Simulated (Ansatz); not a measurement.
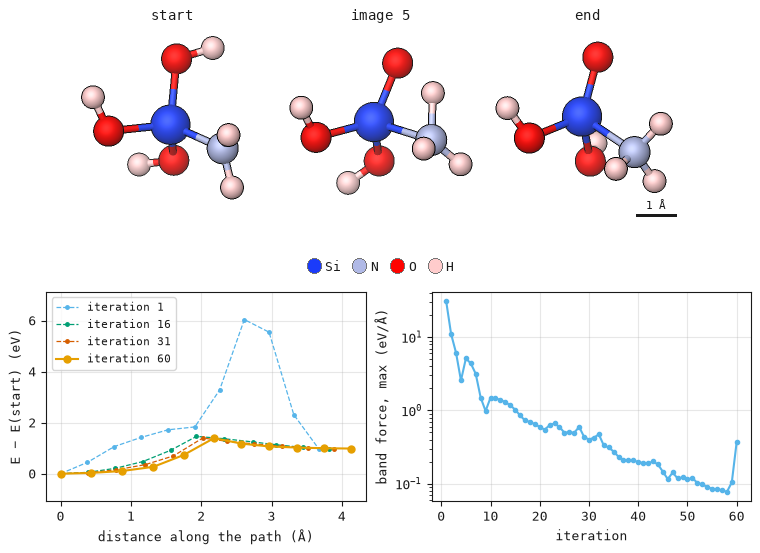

A search for the minimum-energy path of SiNH5O3 by the nudged elastic band. Images are numbered from 0 (start) to 10 (end). The plot follows the band through its iterations. Style: ball-and-stick. Shown at a tilt.

All numbers below come from RKS PBE-D4/def2-SVP in Ansatz. Set-up: 9 movable images; climbing image from the first iteration; force threshold 0.05 eV/Å; iteration limit 60; optimiser FIRE; starting path through a guess of the saddle point.

How did the profile develop, and is the result final?

The result isn't final. The band hadn't converged when the run stopped after 60 iterations. The largest component of the band force went from 31 to 0.38 eV/Å. The barrier read from it is provisional, though the highest image hardly moved in the last two iterations. The first iteration put the highest image at 6.04 eV. The energy climbs by 1.39 eV to image 5 and then falls by 0.41 eV, so the end point sits at +0.99 eV.

Cost: 6.6 min on 2 threads of Intel(R) Xeon(R) 6985P-C CPU @ 2.30GHz (Granite Rapids) (shared host), peak memory 0.16 GiB.
